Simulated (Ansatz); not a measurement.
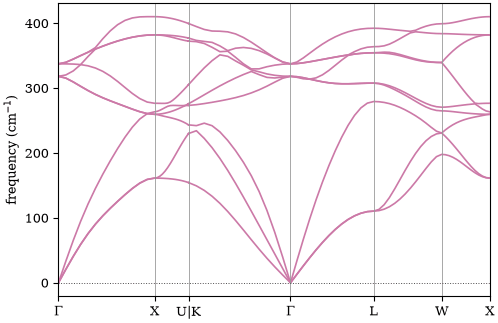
Figure. Phonon dispersion of Si2Ni (fluorite or antifluorite type, Fm-3m), plane-wave PAW r²SCAN (Ansatz code); imaginary frequencies are drawn negative

### Question
Is this phase dynamically stable?

### Answer
Yes, on this path no branch is imaginary.

### Question
How high does the spectrum reach?

### Answer
About 410 cm⁻¹ (12.3 THz).

The r²SCAN relaxation kept the symmetry of its start. The workflow began spin-polarised and lost its moments. As this level gives no gap, phonon frequencies hold no LO–TO term and depend on the k-mesh and smearing (Fermi–Dirac, 0.1 eV here).

Potentials: the later of the program's two PAW sets.
